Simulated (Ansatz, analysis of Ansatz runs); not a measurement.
# LaOF (R-3m), nudged elastic band: Cu_i hop between interstitial places (q = +1), part 2 of 4

Wanted: path and barrier of a jump of Cu in LaOF (R-3m) at charge +1. The case: Cu_i hop between interstitial places, in a cell of 36 host atoms with 1 Cu put in.

Ansatz 0.2.0; plane-wave PAW DFT, PBEsol; nudged elastic band between two relaxed defect structures at fixed charge in a uniform background.

So far: Set-up; Relaxation of the start point, charge +1.

## 3. Relaxation of the end point, charge +1

Level of this step: plane-wave PAW DFT, PBEsol; relaxation of all atoms of a defect supercell at fixed charge in a uniform background (Ansatz).

The end point is relaxed in the same cell and settings, so that the two energies compare. Atoms more than 3.2 Å from the middle of the hop start where the first relaxation left them, the nearer ones on or close to their ideal places, with small random displacements.

File qp1.end/input.yaml:

```yaml
crystal:
  lattice:
    - [-4.01323028, 6.95111875, 0.0]
    - [-12.03969085, 0.0, 0.0]
    - [-2.00661514, 1.15851979, 6.68937332]
  atoms:
    - { symbol: La, position: [0.12802204, 0.08735696, 0.22379659] }
    - { symbol: La, position: [0.36951291, 0.24877202, 0.7757481] }
[... 2 atom lines left out ...]
    - { symbol: F, position: [0.06449263, 0.04299509, 0.6130442] }
[... 2 atom lines left out ...]
    - { symbol: La, position: [0.37087889, 0.58058593, 0.77472663] }
    - { symbol: O, position: [0.1884472, 0.4589648, 0.86931681] }
[... 2 atom lines left out ...]
    - { symbol: F, position: [0.43550737, 0.62367158, 0.3869558] }
[... 2 atom lines left out ...]
    - { symbol: O, position: [0.1884472, 0.79229813, 0.86931681] }
[... 1 atom line left out ...]
    - { symbol: F, position: [0.06449263, 0.70966176, 0.6130442] }
[... 14 atom lines left out ...]
    - { symbol: La, position: [0.87087889, 0.91391926, 0.77472663] }
    - { symbol: O, position: [0.6884472, 0.79229813, 0.86931681] }
    - { symbol: O, position: [0.815467, 0.87056069, 0.12919307] }
    - { symbol: F, position: [0.56449263, 0.70966176, 0.6130442] }
    - { symbol: F, position: [0.93550737, 0.95700491, 0.3869558] }
    - { symbol: Cu, position: [1.25, 0.8333, -0.5] }
total_charge: 1
basis:
  ecutwfc: 420
  xc_grid: 2
hamiltonian:
  xc: pbesol
kpoints:
  mp_grid: { grid: [1, 1, 1], shift: [0.25, 0.25, 0.25] }
scf:
  occupations: { method: fixed }
  max_iter: 120
output:
  forces: true
relax:
  f_tol: 0.02
  max_steps: 70
  random_displacement: { amplitude: 0.01, seed: 2314 }
```

Command:

```sh
> ansatz run input.yaml --threads 4 --pin off --max-ram 7536MiB --backend cpu --events-out ev --progress --plain --runs-dir out
```

Numbers of over 12 decimals in the logs are rounded to 6 here.

The log of the run:

```text
[...]
Crystal: 37 atoms, lattice volume = 559.829 Å³
Basis set: ecut = 420 eV, 10937 PW (Γ), exchange–correlation on 108×162×96 points (8 copies of the dense FFT grid, shifted against one another)
Bands: 190, of which v1, the nominal top of the filled ones, is band 153 counted from 1 (152 counted from 0)
Symmetry: 1 space group operations
k-points: 1
[...]
SCF iter   1: F=—  HF=-96941.769860 eV  |F-HF|=—  |Δ(HF+E_count)|=         —  Δρ=1.26e-2  dr2=7.14e-1  ethr=1.77e-3  ⟨swp⟩=5.0  Hψ=601  notcnv=0  defer=35
[...]
SCF iter   9: F=-96941.620606 eV  HF=-96941.620607 eV  |F-HF|=8.52e-7  |Δ(HF+E_count)|=   1.49e-6  Δρ=2.38e-5  dr2=2.58e-6  ethr=3.27e-9  ⟨swp⟩=3.0  Hψ=742  notcnv=0
SCF 1 converged in 9 iterations: F = -96941.620606 eV  dr2 = 2.58e-6
[...]
- { symbol: La, position: [0.628446, 0.088752, 0.223790] }
    - { symbol: La, position: [0.871125, 0.247394, 0.775076] }
    - { symbol: O, position: [0.686289, 0.125707, 0.871657] }
    - { symbol: O, position: [0.811209, 0.209620, 0.130156] }
    - { symbol: F, position: [0.558407, 0.048647, 0.614750] }
    - { symbol: F, position: [0.931525, 0.296669, 0.384994] }
    - { symbol: La, position: [0.628593, 0.419781, 0.224675] }
    - { symbol: La, position: [0.871272, 0.578415, 0.775976] }
    - { symbol: O, position: [0.688496, 0.457550, 0.869598] }
    - { symbol: O, position: [0.813434, 0.541466, 0.128098] }
    - { symbol: F, position: [0.568168, 0.370506, 0.614770] }
    - { symbol: F, position: [0.941309, 0.618518, 0.385014] }
    - { symbol: La, position: [0.643018, 0.746360, 0.228160] }
    - { symbol: La, position: [0.856725, 0.920790, 0.771591] }
    - { symbol: O, position: [0.675867, 0.797003, 0.875530] }
    - { symbol: O, position: [0.823885, 0.870156, 0.124217] }
    - { symbol: F, position: [0.581851, 0.705185, 0.607550] }
    - { symbol: F, position: [0.917857, 0.961993, 0.392204] }
    - { symbol: Cu, position: [1.249895, 0.833581, -0.500163] }
[key lines of the parts left out:]
SCF converged after 7 iterations
Free energy (F): -96943.174327 eV
Fermi energy:    9.606998 eV
```

It took 63 s on 4 threads of Intel Xeon Platinum 8259CL at 2.50GHz (Skylake/Cascade Lake), shared host; peak memory 1 GiB.

The steps of the relaxation:

```csv
step,energy less that of the first step (eV),largest force component (eV/Å)
1,0.0000,2.6640
2,-0.9349,1.2456
3,-1.2668,0.4438
4,-1.3525,0.3668
5,-1.4602,0.2399
6,-1.4788,0.3145
7,-1.5181,0.2722
8,-1.5525,0.0389
9,-1.5525,0.0402
10,-1.5537,0.0059
```

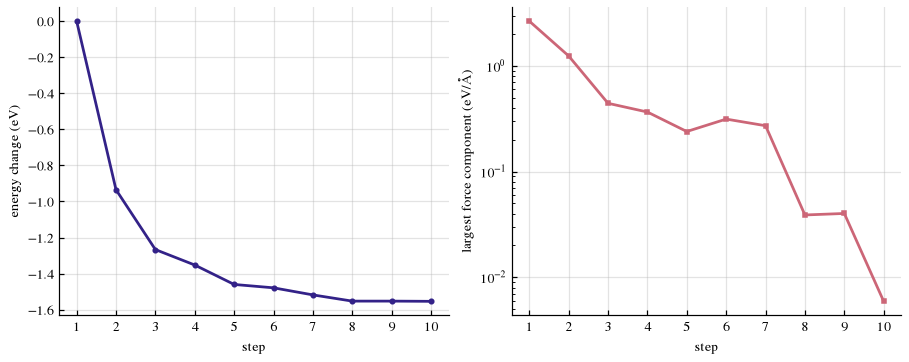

Energy and largest force along the relaxation.

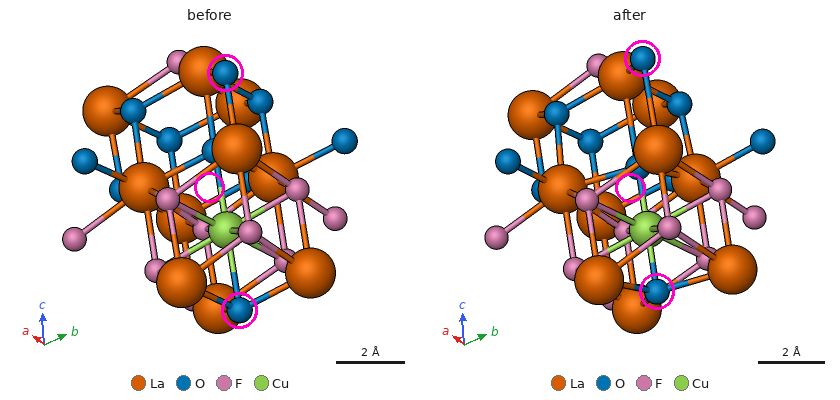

Before and after: the atoms that start within 5 Å of the centre. O16, which moves most, is ringed if it is among them. A ring with no atom in it marks the empty centre.

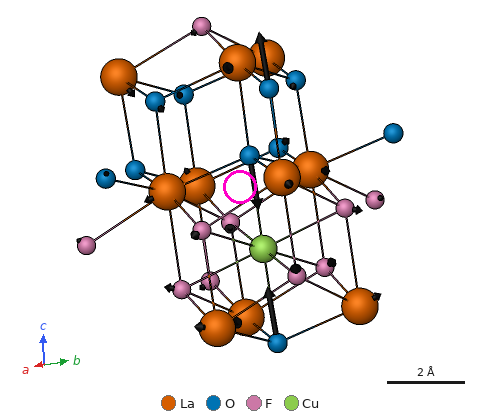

Displacements in the relaxation from the typed sites near the centre, exaggerated; the longest in the cell stands for 0.52 Å. A ring marks the centre wherever it is empty.

The atoms that moved most (Å, from the sites as typed, ahead of the random displacement):

```csv
atom,dx,dy,dz,length
O16,0.014,0.007,0.521,0.522
O15,-0.017,0.007,-0.497,0.497
La13,0.150,-0.056,-0.032,0.163
F18,-0.080,0.093,0.083,0.148
F17,0.089,-0.080,-0.066,0.136
La31,0.036,0.121,0.025,0.129
F36,0.002,-0.116,0.036,0.122
F35,-0.003,0.115,-0.036,0.120
```

Neighbours of Cu37 at the end:

```csv
atom,distance (Å)
O16,1.974
O15,1.974
F18,2.530
F17,2.530
F12,2.531
F5,2.531
F35,2.537
F36,2.537
```

Read from the output:

```yaml
free_energy: -96943.1743 eV
r_m_s_move_of_the_farther_half_of_the_atoms: 0.1231 Å
largest_move_from_the_ideal_geometry_of_this_structure_a_common_shift_of_the_far_atoms_taken_out: 0.4969 Å
```

The relaxation gained 1.554 eV and ended with a largest force component of 0.0059 eV/Å. The end lies 0.242 eV below the start.

[end of part 2 of 4]

[Logs are printed without paths, hosts, clocks, repeated set-up lines and the standing remarks that a program may print on its own settings, such as how far it seeks lower states.]

[Hosts, paths, dates, database ids (printed as entryN), source tags and the programs' standing remarks are cut or masked in the printed files.]
